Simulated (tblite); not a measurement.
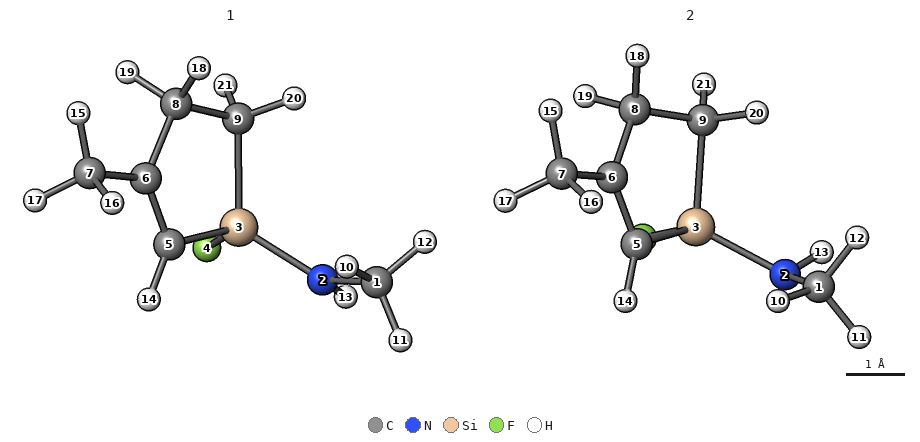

Two geometries of C6H12FNSi, drawn at one scale. One is the start of a relaxation, the other its converged end. The picture is a ball-and-stick view, seen from a free direction.

Computed with GFN2-xTB geometry optimisation, gas phase (tblite 0.8.0). 

### Which one is relaxed?

Structure 1 is the relaxed one. H13 moves most after the best rigid fit: 0.82 Å. Largest moves by element: H 0.82 Å, F 0.45 Å, C 0.34 Å, N 0.14 Å, Si 0.09 Å. Near-neighbour distances that change, for instance: C8–C9 1.475 → 1.538 Å, C6–C8 1.452 → 1.506 Å, C7–H15 1.133 → 1.088 Å, N2–Si3 1.754 → 1.711 Å. Among the angles between lasting bonds that change: N2–Si3–F4 116.2° → 101.2°, C1–N2–Si3 115.7° → 125.6°, N2–Si3–C9 113.7° → 121.8°. Groups turn about C8–C9 by about 25°. Over 108 geometry steps the energy falls by 69.8 kJ/mol.
